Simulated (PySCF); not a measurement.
# C3H5BF− (SMILES CC#C[BH2-]F): MP2/def2-SVPD

What is the vertical ionisation energy of C3H5BF− at MP2/def2-SVPD? Input form: a Python script.

The results are computed with PySCF 2.14.0.

## (1) Starting point

The species is C3H5BF− (10 atoms), meant as a singlet with charge -1. SMILES: `CC#C[BH2-]F`. The shape is that of a GFN2-xTB optimisation.

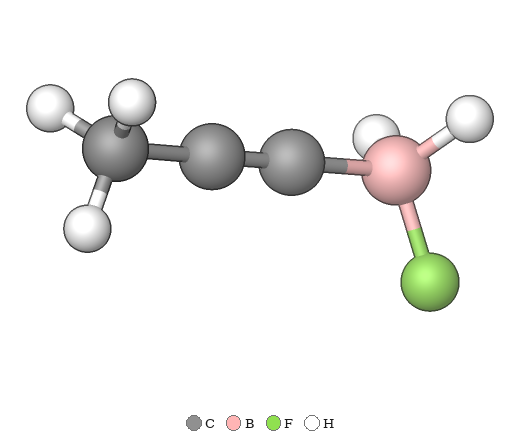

Viewed from a chosen angle; carbon grey, boron pink, fluorine green, hydrogen white.

## (2) The energy at MP2/def2-SVPD

input.py

```python
# CC#C[BH2-]F
from pyscf import gto, scf, mp

system = gto.M(
    atom=[
    ('C', (-1.396140, -1.593690, 0.208870)),
    ('C', (-0.446210, -0.491170, 0.062380)),
    ('C', (0.327970, 0.424490, -0.053440)),
    ('B', (1.349310, 1.622660, -0.209680)),
    ('F', (2.707700, 1.107040, -0.218480)),
    ('H', (-1.945070, -1.512170, 1.153270)),
    ('H', (-0.874560, -2.556400, 0.199620)),
    ('H', (-2.123900, -1.592290, -0.609960)),
    ('H', (1.242860, 2.390490, 0.740240)),
    ('H', (1.158040, 2.201040, -1.272820)),
],
    max_memory=1860,
    charge=-1,
    verbose=3,
    basis='def2-svpd',
)

mf = scf.RHF(system)
mf.conv_tol = 1e-10
mf.kernel()
if not mf.converged:
    mf = mf.newton().run(mf.mo_coeff, mf.mo_occ)

pt = mp.MP2(mf, frozen=5).run()
etot = pt.e_tot
print('E = %.10f Eh' % etot)
```

Started as:

```bash
$ OMP_NUM_THREADS=1 python input.py
```

What it wrote:

```text
converged SCF energy = -240.47432914239
E(RMP2) = -241.192782738919  E_corr = -0.718453596529211
E(SCS-RMP2) = -241.181850507628  E_corr = -0.707521365238038
E = -241.1927827389 Eh
```

Wall time 6.9 s (1 thread of Arm Neoverse V2, shared host); peak memory 0.67 GiB.

## (3) Doublet neutral C3H5BF at the same level

run.py

```python
from pyscf import gto, mp

mol = gto.M(
    atom='''
C       -1.396140      -1.593690       0.208870
C       -0.446210      -0.491170       0.062380
C        0.327970       0.424490      -0.053440
B        1.349310       1.622660      -0.209680
F        2.707700       1.107040      -0.218480
H       -1.945070      -1.512170       1.153270
H       -0.874560      -2.556400       0.199620
H       -2.123900      -1.592290      -0.609960
H        1.242860       2.390490       0.740240
H        1.158040       2.201040      -1.272820
''',
    verbose=4,
    basis='def2-svpd',
    charge=0,
    max_memory=1860,
    spin=1,
)

mf = mol.UHF()
mf.conv_tol = 1e-10
mf.kernel()
if not mf.converged:
    mf = mf.newton().run(mf.mo_coeff, mf.mo_occ)

pt = mp.MP2(mf, frozen=5).run()
e_final = pt.e_tot
print('Final energy', e_final)
```

Started as:

```bash
$ OMP_NUM_THREADS=1 python run.py
```

What it wrote:

```text
PySCF version 2.14.0

[... 130 lines left out ...]
converged SCF energy = -240.351118655986  <S^2> = 0.76454197  2S+1 = 2.0144895
[... 1 line left out ...]
******** <class 'pyscf.mp.ump2.UMP2'> ********
nocc = (np.int64(14), np.int64(13)), nmo = (138, 138)
frozen orbitals 5
E(UMP2) = -241.020917610333  E_corr = -0.66979895434649
E(SCS-UMP2) = -241.012070233434  E_corr = -0.660951577447627
E_corr(same-spin) = -0.164777501270955
E_corr(oppo-spin) = -0.505021453075535
Final energy -241.02091761033284
```

Run time: 25 s. Hardware: 1 thread of Arm Neoverse V2, shared host; peak memory 0.93 GiB.

## (4) Summary of results

Level: MP2/def2-SVPD, 5 core orbitals frozen.

| quantity | value |
| --- | --- |
| singlet C3H5BF−: total energy | -241.19278 Eh |
| singlet C3H5BF−: HOMO energy (Hartree–Fock orbitals) | -4.60 eV |
| singlet C3H5BF−: LUMO energy (Hartree–Fock orbitals) | 5.65 eV |
| singlet C3H5BF−: HOMO–LUMO gap (to an unbound level, set by the basis) | 10.25 eV |
| singlet C3H5BF−: correlation energy (5 core orbitals frozen) | -718.5 mEh |
| doublet neutral C3H5BF: total energy | -241.02092 Eh |
| doublet neutral C3H5BF: dipole moment (Hartree–Fock density) | 8.63 D |
| doublet neutral C3H5BF: HOMO energy (Hartree–Fock orbitals) (highest over α and β) | -11.01 eV |
| doublet neutral C3H5BF: LUMO energy (Hartree–Fock orbitals) (lowest over α and β) | -2.04 eV |
| doublet neutral C3H5BF: correlation energy (5 core orbitals frozen) | -669.8 mEh |
| doublet neutral C3H5BF: ⟨S²⟩ of the reference determinant | 0.765 |
| vertical detachment energy (to the doublet neutral) | 4.677 eV |

What this shows: The vertical ionisation energy comes to 4.68 eV (108 kcal/mol). Mulliken charges (singlet C3H5BF−) of the mean-field density run from -0.78 on F5 to +0.44 on C1; in a basis this large or diffuse they mean little.
